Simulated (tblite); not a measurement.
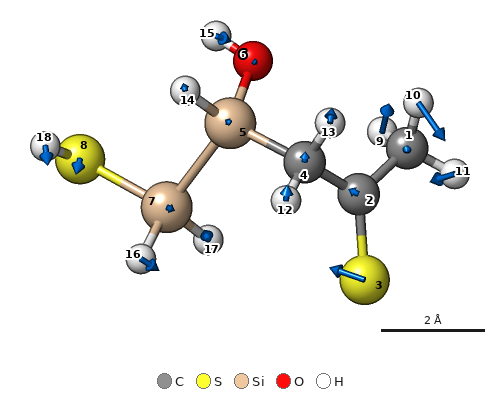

This is a relaxation of C3H10OS2Si2. The starting structure is drawn; blue arrows show the displacements, at their true length. The two geometries are superimposed by the best rigid fit.

The picture is a ball-and-stick view, seen face on.

Computed with GFN2-xTB geometry optimisation, gas phase (tblite 0.8.0). 

> What did the optimiser do to the structure, and how much energy did it gain?

The energy falls by 0.460 eV in 126 geometry steps. H10 moves most after the best rigid fit: 0.96 Å. Largest moves by element: H 0.96 Å, S 0.80 Å, C 0.23 Å, Si 0.18 Å, O 0.11 Å. Among the contacts that change: S3–Si7 4.222 → 3.270 Å, C4–Si5 1.851 → 1.928 Å, C2–C4 1.517 → 1.463 Å, C2–S3 1.687 → 1.638 Å. Bond angles that change, for instance: C4–Si5–O6 112.5° → 101.5°, Si7–Si5–H14 107.9° → 117.8°, S8–Si7–H17 108.4° → 98.6°. Groups turn about C1–C2 by about 30°, C2–C4 by about 25°.
